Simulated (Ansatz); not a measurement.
The figure comes from a scan of Mg2Si (antifluorite type, space group Fm-3m): the cell is scaled evenly about its relaxed volume V₀. These are PBE (plane waves to 420 eV, PAW, scalar-relativistic; Ansatz, a program for electronic structure) values and carry that method's errors. k mesh 9×9×9 (Γ-centred), Fermi-Dirac smearing 0.05 eV. E stands for the smeared free energy. Mg2Si was relaxed with its symmetry unable to fall. The zero of ΔE is the relaxed starting cell.

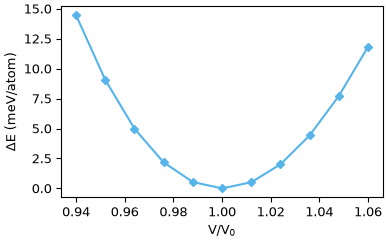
*ΔE (meV/atom) against V/V₀; markers are the computed points, lines only join them.*

Task: Turn the plot into a table (rounded to what can be read).

Result: To the nearest 0.2:

```tsv
V/V₀	ΔE (meV/atom)
0.940	14.4
0.952	9.0
0.964	5.0
0.976	2.2
0.988	0.6
1.000	0.0
1.012	0.6
1.024	2.0
1.036	4.4
1.048	7.8
1.060	11.8
```

(Under strain, the slope of the energy per volume gives the stress and its curvature an elastic modulus.)
